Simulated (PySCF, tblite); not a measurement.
# Si₃N₃H₈−, a small gas-phase stand-in for a defect centre (nitride 3-ring): NMR shifts, core binding energies and electronic excitations, part 2 of 2

tblite 0.8.0 and PySCF 2.14.0. Atoms count from 0, parts from 1. The steps go on from the part before.

### Step 5. X-ray photoelectron lines: SCAN, X2C

What the job is given:

```
{"job": {"kind": "xps", "holes": 5, "basis": "aug-pcX-2", "basis_other": "aug-pcseg-1"}, "charge": -1, "multiplicity": 1}
N      0.911198     1.575892    -0.215418
Si    -0.117726     1.243597     1.101183
N     -0.813486    -0.356438     0.976628
Si    -0.329268    -1.628332    -0.122296
N      0.729618    -1.038443    -1.319076
Si     0.785019     0.735755    -1.868303
H      1.817383     1.976192    -0.002089
H     -1.328415     2.140144     1.275505
H      0.650396     1.442166     2.396877
H     -1.793973    -0.394986     1.237838
H      0.328589    -2.794916     0.595017
H     -1.648775    -2.210067    -0.591915
H      1.566586    -1.578562    -1.504398
H     -0.761177     0.874707    -1.944105
```

With the program's defaults for keys left out, this is: delta-SCF UKS SCAN, aug-pcX-2 on the ionised atom, aug-pcseg-1 elsewhere, spin-free X2C.

Output:

```text
ground state, core basis on atom 1 (Si), 271 functions
  cycle   1  E = -1039.21871492  |g| = 9.23e-01
  cycle   2  E = -1037.92954266  |g| = 2.26e+00
  cycle   3  E = -1039.40293893  |g| = 2.77e-01
  cycle   4  E = -1039.41843174  |g| = 1.89e-01
  cycle   5  E = -1039.42650580  |g| = 4.82e-02
  cycle   6  E = -1039.42713459  |g| = 9.65e-03
  cycle   7  E = -1039.42715506  |g| = 3.85e-03
  cycle   8  E = -1039.42715817  |g| = 2.74e-03
  cycle   9  E = -1039.42715767  |g| = 3.96e-04
  E(ground) = -1039.49302013 Eh
hole in Si 2p of atom 1
  cycle   1  E = -1035.30521404  |g| = 1.24e+00
  cycle   2  E = -1033.91910373  |g| = 1.66e+00
  cycle   3  E = -1035.36810423  |g| = 5.98e-01
  cycle   4  E = -1035.63416476  |g| = 1.20e-01
  cycle   5  E = -1035.63099495  |g| = 1.50e-01
  cycle   6  E = -1035.64186238  |g| = 2.55e-02
  cycle   7  E = -1035.64219867  |g| = 6.06e-03
  cycle   8  E = -1035.64221617  |g| = 3.10e-03
  cycle   9  E = -1035.64221885  |g| = 1.15e-03
  cycle  10  E = -1035.64221997  |g| = 3.18e-04
  E(ion) = -1035.71891857 Eh   <S^2> = 0.7521   hole on atom = 1.003   binding energy = 102.699 eV
  2p3/2 = 102.510 eV   2p1/2 = 103.135 eV
ground state, core basis on atom 2 (N), 260 functions
  cycle   1  E = -1039.34191119  |g| = 7.48e-02
  cycle   2  E = -1039.34193113  |g| = 1.74e-02
  cycle   3  E = -1039.34190260  |g| = 2.13e-02
  cycle   4  E = -1039.34199976  |g| = 5.04e-03
  cycle   5  E = -1039.34200660  |g| = 9.05e-04
  cycle   6  E = -1039.34200758  |g| = 2.59e-04
  E(ground) = -1039.44682852 Eh
hole in N 1s of atom 2
  cycle   1  E = -1023.92326747  |g| = 1.87e+00
  cycle   2  E = -1021.18106495  |g| = 2.66e+00
  cycle   3  E = -1024.31534998  |g| = 7.09e-01
  cycle   4  E = -1024.51125688  |g| = 4.74e-01
  cycle   5  E = -1024.63296314  |g| = 1.94e-01
  cycle   6  E = -1024.65036838  |g| = 4.88e-02
  cycle   7  E = -1024.65185624  |g| = 1.54e-02
  cycle   8  E = -1024.65200937  |g| = 2.70e-03
  cycle   9  E = -1024.65201252  |g| = 1.60e-03
  cycle  10  E = -1024.65201524  |g| = 7.85e-04
  cycle  11  E = -1024.65201429  |g| = 4.61e-04
  E(ion) = -1024.75539963 Eh   <S^2> = 0.7660   hole on atom = 1.000   binding energy = 399.774 eV
ground state, core basis on atom 4 (N), 260 functions
  cycle   1  E = -1039.34095406  |g| = 7.35e-02
  cycle   2  E = -1039.34092549  |g| = 2.20e-02
  cycle   3  E = -1039.34083564  |g| = 2.94e-02
  cycle   4  E = -1039.34103126  |g| = 4.12e-03
  cycle   5  E = -1039.34103558  |g| = 6.56e-04
  cycle   6  E = -1039.34103921  |g| = 3.03e-04
  E(ground) = -1039.44622216 Eh
hole in N 1s of atom 4
  cycle   1  E = -1023.95021605  |g| = 1.87e+00
  cycle   2  E = -1022.23836950  |g| = 2.47e+00
  cycle   3  E = -1024.49995860  |g| = 5.95e-01
  cycle   4  E = -1024.57648366  |g| = 4.55e-01
  cycle   5  E = -1024.67523827  |g| = 1.49e-01
  cycle   6  E = -1024.68552288  |g| = 3.25e-02
  cycle   7  E = -1024.68599462  |g| = 1.80e-02
  cycle   8  E = -1024.68613975  |g| = 6.27e-03
  cycle   9  E = -1024.68616567  |g| = 1.74e-03
  cycle  10  E = -1024.68616961  |g| = 6.48e-04
  cycle  11  E = -1024.68616729  |g| = 2.71e-04
  E(ion) = -1024.78960683 Eh   <S^2> = 0.7679   hole on atom = 1.000   binding energy = 398.827 eV
ground state, core basis on atom 5 (Si), 271 functions
  cycle   1  E = -1039.42299138  |g| = 2.86e-01
  cycle   2  E = -1039.42302256  |g| = 3.62e-02
  cycle   3  E = -1039.42285771  |g| = 3.96e-02
  cycle   4  E = -1039.42314804  |g| = 1.40e-02
  cycle   5  E = -1039.42319457  |g| = 2.03e-03
  cycle   6  E = -1039.42319720  |g| = 2.16e-04
  E(ground) = -1039.48950565 Eh
hole in Si 2p of atom 5
  cycle   1  E = -1035.35880753  |g| = 1.24e+00
  cycle   2  E = -1035.09539836  |g| = 1.21e+00
  cycle   3  E = -1035.64214482  |g| = 3.18e-01
  cycle   4  E = -1035.69854482  |g| = 1.39e-01
  cycle   5  E = -1035.70559715  |g| = 6.76e-02
  cycle   6  E = -1035.70805675  |g| = 8.36e-03
  cycle   7  E = -1035.70807253  |g| = 5.78e-03
  cycle   8  E = -1035.70809199  |g| = 2.05e-03
  cycle   9  E = -1035.70809398  |g| = 4.98e-04
  E(ion) = -1035.78510907 Eh   <S^2> = 0.7524   hole on atom = 1.003   binding energy = 100.802 eV
  2p3/2 = 100.649 eV   2p1/2 = 101.278 eV
```

Wall time 89 s (1 thread of Arm Neoverse V2, shared host); peak memory 0.97 GiB.

The holes in one table. −ε is the ground-state orbital energy:

```
       hole  stands for                 environment  ΔSCF (eV; 2p as the shell's mean)  −ε (eV)   ⟨S²⟩
Si2p on Si1    Si1, Si3  silicon bonded to 2 N, 2 H                             102.72     92.3  0.752
  N1s on N2          N2  nitrogen bonded to 2 Si, H                             399.77    381.4  0.766
  N1s on N4      N0, N4  nitrogen bonded to 2 Si, H                             398.83    380.7  0.768
Si2p on Si5         Si5    silicon bonded to 2 N, H                             100.86     90.7  0.752
```

Each hole run stands for the others of its class of like atoms.

With the spin-orbit splitting: Si1 2p3/2 102.51, 2p1/2 103.13 eV; Si5 2p3/2 100.65, 2p1/2 101.28 eV. The table gives each 2p level as the mean over the whole 2p shell (two parts 2p3/2, one part 2p1/2), which differs a little from the single hole in the log.

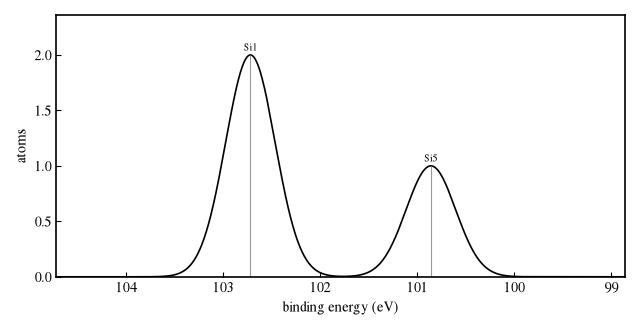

The Si2p photoelectron lines, weighted by the number of atoms. Lines are broadened to a width of 0.60 eV (Gaussian).

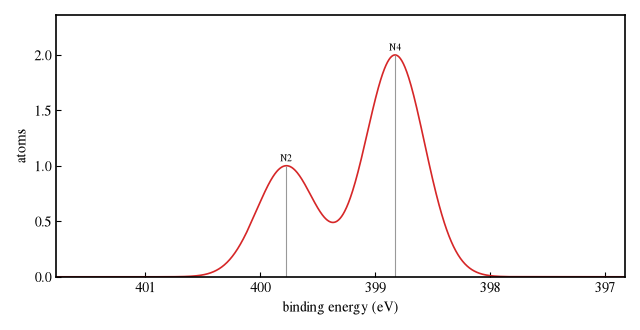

The N1s photoelectron lines, weighted by the number of atoms. Lines are broadened to a width of 0.60 eV (Gaussian).

### Step 6. Excited states and response: CAM-B3LYP/def2-SVPD

Same as in step 5 but for these lines:

```diff
@@ -1,2 +1,2 @@
-{"job": {"kind": "xps", "holes": 5, "basis": "aug-pcX-2", "basis_other": "aug-pcseg-1"}, "charge": -1, "multiplicity": 1}
+{"job": {"kind": "uv", "xc": "CAM-B3LYP", "basis": "def2-SVPD", "nstates": 6, "ntriplets": 2, "ip": true}, "charge": -1, "multiplicity": 1}
 N      0.911198     1.575892    -0.215418
```

Method: TDDFT CAM-B3LYP/def2-SVPD, vertical, gas phase, core orbitals frozen in the response.

Output:

```text
coarse grid: 13024 points
cycle   1  E = -1037.0014144407  dE =  3.767e-01  |g| = 7.525e-01  |ddm| = 4.825e+00
cycle   2  E = -1036.9198561736  dE =  8.156e-02  |g| = 9.847e-01  |ddm| = 3.703e+00
cycle   3  E = -1037.1416124945  dE = -2.218e-01  |g| = 5.015e-02  |ddm| = 1.880e+00
cycle   4  E = -1037.1422362992  dE = -6.238e-04  |g| = 3.266e-02  |ddm| = 2.298e-01
cycle   5  E = -1037.1424768579  dE = -2.406e-04  |g| = 9.274e-03  |ddm| = 7.814e-02
cycle   6  E = -1037.1425007736  dE = -2.392e-05  |g| = 1.881e-03  |ddm| = 3.678e-02
cycle   7  E = -1037.1425026554  dE = -1.882e-06  |g| = 4.362e-04  |ddm| = 1.543e-02
final grid: 111736 points
cycle   8  E = -1037.2686895122  dE = -1.252e-05  |g| = 3.104e-03  |ddm| = 4.007e-02
cycle   9  E = -1037.2686883050  dE =  1.207e-06  |g| = 3.996e-03  |ddm| = 1.220e-02
cycle  10  E = -1037.2686917690  dE = -3.464e-06  |g| = 1.248e-04  |ddm| = 5.741e-03
cycle  11  E = -1037.2686917749  dE = -5.902e-09  |g| = 1.041e-04  |ddm| = 8.532e-04
cycle  12  E = -1037.2686917775  dE = -2.542e-09  |g| = 2.510e-05  |ddm| = 1.985e-04
cycle  13  E = -1037.2686917777  dE = -1.960e-10  |g| = 7.443e-06  |ddm| = 1.143e-04
converged SCF energy = -1037.2686917777

Static polarisability (au): isotropic 123.685, principal 106.176 126.450 138.430

Singlet excitations
state   eV       nm        f      main configurations
  1   3.9808    311.5   0.07083   H->L 0.69, H->L+1 0.16, H->L+4 0.13
  2   4.3374    285.8   0.05175   H->L+2 0.48, H->L+3 0.45
  3   4.5228    274.1   0.07554   H->L+1 0.73, H->L 0.17, H->L+6 0.09
  4   5.0201    247.0   0.06193   H->L+4 0.62, H->L+5 0.20, H->L 0.12
  5   5.0694    244.6   0.05191   H->L+2 0.51, H->L+3 0.43
  6   5.1720    239.7   0.14472   H->L+5 0.41, H->L+6 0.38, H->L+4 0.09

Triplet excitations (Tamm-Dancoff, eV): 3.4926 3.7367
Vertical ionisation energy (delta-SCF) = 2.3755 eV
```

Run time: 61 s. Hardware: 1 thread of Arm Neoverse V2, shared host; peak memory 1.1 GiB.

The orbitals next to the gap, with their largest atomic shares:

```
orbital     eV                         atoms
 HOMO−3  -5.15       N2 40 %, N0 9 %, N4 9 %
 HOMO−2  -4.08     N4 18 %, N0 18 %, N2 14 %
 HOMO−1  -3.80     N0 35 %, N4 35 %, Si1 6 %
   HOMO  -1.70    Si5 66 %, H13 10 %, N4 8 %
   LUMO   4.50   Si3 26 %, Si1 26 %, H9 14 %
 LUMO+1   5.05  Si1 13 %, Si3 13 %, Si5 12 %
 LUMO+2   5.06   Si3 27 %, Si1 27 %, H12 7 %
```

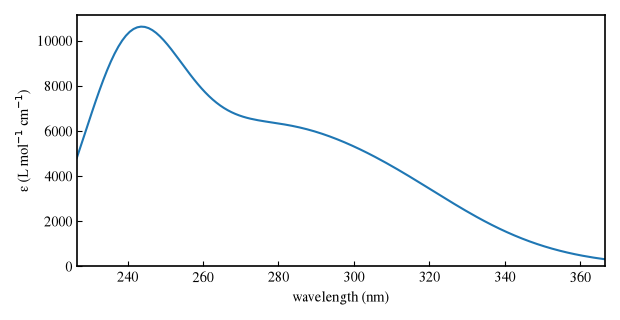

Absorption spectrum: each of the 6 states is a Gaussian band of 0.4 eV half-width at 1/e. Beyond the last state computed it falls off for lack of states.

Ground-state properties from the same run:

```csv
property,computed
polarisability (Å³),18.33
HOMO–LUMO gap (eV),6.20
−ε(HOMO) (eV),1.70
```

### Step 7. Outcome

What follows sums up all 2 parts.

```
                                                                      quantity                                                                                     value
                                                                   point group                                                                                        Cs
                                          rotational constants (main isotopes)                                                                      2.23, 2.10, 1.17 GHz
shieldings of H, N, Si (PBE0/aug-pcSseg-1, a mean where the table joins atoms)  H13 25.4, H8 25.7, H7 26.1, H6 30.2, H9 31.5, N0 189.7, N2 221.2, Si5 361.0 ppm and more
                                         Si2p binding energies, SCAN/aug-pcX-2                                                                 Si1 102.72, Si5 100.86 eV
                                          N1s binding energies, SCAN/aug-pcX-2                                                                   N2 399.77, N4 398.83 eV
                                          lowest singlet (CAM-B3LYP/def2-SVPD)                                                               3.98 eV (311 nm), f = 0.071
                                      brightest single state of those computed                                                               state 6, 5.17 eV, f = 0.145
                                                                lowest triplet                                                                                   3.49 eV
                                             vertical ionisation energy (ΔSCF)                                                                                   2.38 eV
```

The start of the PBE0/def2-SVP relaxation was shaken at random by about 0.01 Å, so part of the energy gained, and of the first lengths quoted, undoes that. The optimisation took 19 steps and gained 0.666 eV; among the close pairs (by a distance rule), N0–Si5 changed most, from 1.801 to 1.858 Å (PBE0/def2-SVP). No frequency check was run at this level, so the end point may be a saddle. At PBE0/aug-pcSseg-1: The widest tensor belongs to Si5: span 136 ppm, with a paramagnetic part of -513 ppm. At SCAN/aug-pcX-2: Si1 (silicon bonded to 2 N, 2 H) binds its Si2p electron 1.86 eV more tightly than Si5 (silicon bonded to 2 N, H). At SCAN/aug-pcX-2: N2 (nitrogen bonded to 2 Si, H) binds its N1s electron 0.95 eV more tightly than N4 (nitrogen bonded to 2 Si, H). The first singlet state (HOMO→LUMO 0.69, HOMO→LUMO+1 0.16) lies at 3.98 eV and is bright; of the 6 states computed, the strongest absorption comes from state 6 at 5.17 eV (the last computed, so partners may be missing). The lowest triplet lies 0.49 eV below the lowest singlet (triplets in Tamm-Dancoff, singlets in full TDDFT). In the gas-phase run even the lowest singlet lies above the computed detachment energy of this anion, so its states are not to be taken as bound. At CAM-B3LYP/def2-SVPD, all states lie near or above the ionisation energy, where they hang on the basis. The orbital energy would give 1.70 eV for ionisation, ΔSCF gives 2.38 eV. A capped cluster stands for the solid here, so long-range fields and strain are missing, and bands or shifts of the capping hydrogens have no counterpart in it.
